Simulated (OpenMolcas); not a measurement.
```
&GATEWAY
Basis set
Fe.ANO-RCC-VDZP.
Fe1 0.0 0.0 0.0 Angstrom
End of basis
Basis set
F.ANO-RCC-VDZP.
L1 2.113000 0.000000 0.000000 Angstrom
L2 0.000000 2.113000 0.000000 Angstrom
L3 0.000000 0.000000 2.113000 Angstrom
End of basis
Basis set
Zn.EMB-AIMP.Lopez-Moraza.11s8p.1s1p.ECP.KZnF3.
PseudoCharge
* 3 symmetry-unique lattice sites within 7.6 angstrom
End of basis
Basis set
K.EMB-AIMP.Lopez-Moraza.0s.0s.ECP.KZnF3.
PseudoCharge
* 16 symmetry-unique lattice sites within 7.6 angstrom
End of basis
Basis set
Zn.EMB-AIMP.Lopez-Moraza.0s.0s.ECP.KZnF3.
PseudoCharge
* 10 symmetry-unique lattice sites within 7.6 angstrom
End of basis
Basis set
F.EMB-AIMP.Lopez-Moraza.0s.0s.ECP.KZnF3.
PseudoCharge
* 39 symmetry-unique lattice sites within 7.6 angstrom
End of basis
Symmetry
XYZ
AngMom=0.0 0.0 0.0
AMFI
RICD
XField
1521 Angstrom 0
* Evjen-weighted lattice charges
&SEWARD
&RASSCF
FileOrb=start.orb
Symmetry=1
Spin=5
nActEl=6 0 0
Inactive=18 21
Ras2=5 0
CIRoot=5 5 1
SDav=5
CIMx=300
Iter=150 100
PrWF=0.3
OrbListing=Nothing
MaxOrb=0
LevShft=1.0
>>> COPY $Project.JobIph JOB001
&RASSCF
FileOrb=start.orb
Symmetry=1
Spin=3
nActEl=6 0 0
Inactive=18 21
Ras2=5 0
CIRoot=45 45 1
SDav=45
CIMx=300
Iter=150 100
PrWF=0.3
OrbListing=Nothing
MaxOrb=0
LevShft=1.0
>>> COPY $Project.JobIph JOB002
&RASSCF
FileOrb=start.orb
Symmetry=1
Spin=1
nActEl=6 0 0
Inactive=18 21
Ras2=5 0
CIRoot=50 50 1
SDav=50
CIMx=300
Iter=150 100
PrWF=0.3
OrbListing=Nothing
MaxOrb=0
LevShft=1.0
>>> COPY $Project.JobIph JOB003
&RASSI
NrOfJobIphs=3 5 45 50
1 2 3 4 5
1 2 3 4 5 6 7 8 9 10 11 12 13 14 15 16 17 18 19 20 21 22 23 24 25 26 27
28 29 30 31 32 33 34 35 36 37 38 39 40 41 42 43 44 45
1 2 3 4 5 6 7 8 9 10 11 12 13 14 15 16 17 18 19 20 21 22 23 24 25 26 27
28 29 30 31 32 33 34 35 36 37 38 39 40 41 42 43 44 45 46 47 48 49 50
IphNames
JOB001
JOB002
JOB003
EJob
SpinOrbit
DIPRint=1.0
SOCoupling=1000.0
Subsets=2
Property=9
'ANGMOM' 1 'ANGMOM' 2 'ANGMOM' 3 'MLTPL  1' 1 'MLTPL  1' 2 'MLTPL  1' 3
'AMFI' 1 'AMFI' 2 'AMFI' 3
SOProperty=3
'ANGMOM' 1 'ANGMOM' 2 'ANGMOM' 3
>>> COPY JOB001 $Project.JobIph
&CASPT2
Multistate=5 1 2 3 4 5
NoMult
Frozen=5 6
IPEA=0.25
Imaginary=0.1
MaxIter=60
WThr=0.0 0.3 0.05
PrWF=0.5
NoMix
>>> COPY JOB002 $Project.JobIph
&CASPT2
Multistate=45 1 2 3 4 5 6 7 8 9 10 11 12 13 14 15 16 17 18 19 20 21 22
23 24 25 26 27 28 29 30 31 32 33 34 35 36 37 38 39 40 41 42 43 44 45
NoMult
Frozen=5 6
IPEA=0.25
Imaginary=0.1
MaxIter=60
WThr=0.0 0.3 0.05
PrWF=0.5
NoMix
>>> COPY JOB003 $Project.JobIph
&CASPT2
Multistate=50 1 2 3 4 5 6 7 8 9 10 11 12 13 14 15 16 17 18 19 20 21 22
23 24 25 26 27 28 29 30 31 32 33 34 35 36 37 38 39 40 41 42 43 44 45 46
47 48 49 50
NoMult
Frozen=5 6
IPEA=0.25
Imaginary=0.1
MaxIter=60
WThr=0.0 0.3 0.05
PrWF=0.5
NoMix
```

Launched with:
```bash
OMP_NUM_THREADS=1 MOLCAS_MEM=2457 MOLCAS_PROJECT=a pymolcas a.inp > a.log  # once for each step of the input, in one work folder
```

The CASPT2 energies were then put on the diagonal of the RASSI spin-orbit matrix.

Computed with OpenMolcas: state-averaged SS-CASPT2, IPEA shift 0.25, imaginary shift 0.1 hartree, closed shells 3s 3p correlated, active space 6 electrons in the shell 3d, basis ANO-RCC-VDZP on all atoms, DKH2 scalar Hamiltonian, spin-orbit coupling by RASSI with atomic mean-field integrals.

Fe²⁺ (3d⁶) as a dopant in KZnF₃, a cluster with its 6 nearest F⁻ at 2.113 Å (octahedron) embedded in model potentials and point charges; the geometry was set, not optimised. The cluster and the levels that result:

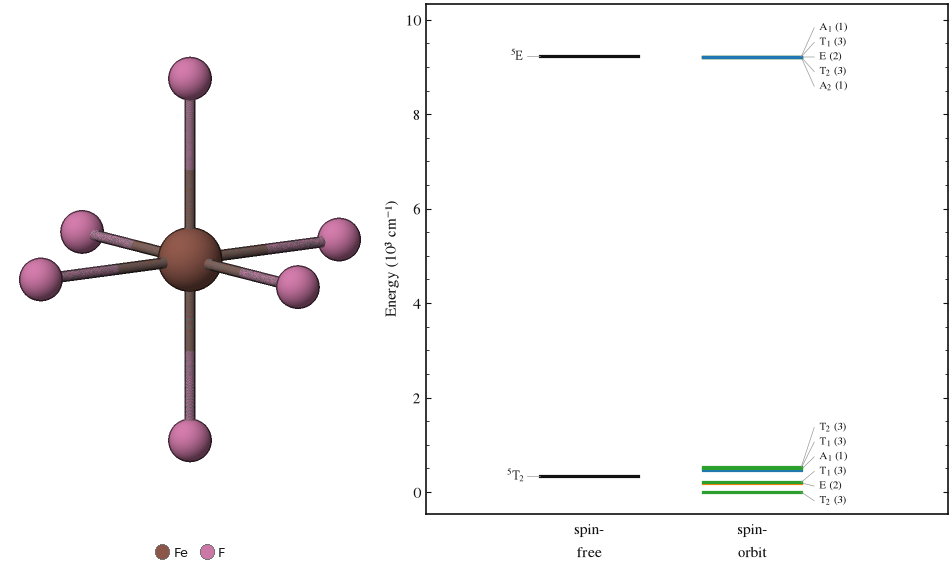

Labels give the representation in O, Td, D4 or D3 as the site allows (double group for half-integer spin) where it could be assigned and, in brackets, the degeneracy; spin-free states, where drawn, share the zero of the spin-orbit levels.

The ground level is T₂, 3-fold degenerate, 100 % from states of spin multiplicity 5. The next level lies at 194 cm⁻¹ (E). The lowest spin-free state is ⁵T₂, from the free-ion D term; of the same spin there follows at 8,890 cm⁻¹ (⁵E) above it.

Note: small active space favours high spin, ground spin may be wrong; single d shell for a late 3d ion, CASPT2 field may be too large; the geometry is set by hand, with no relaxation and no charge compensation.
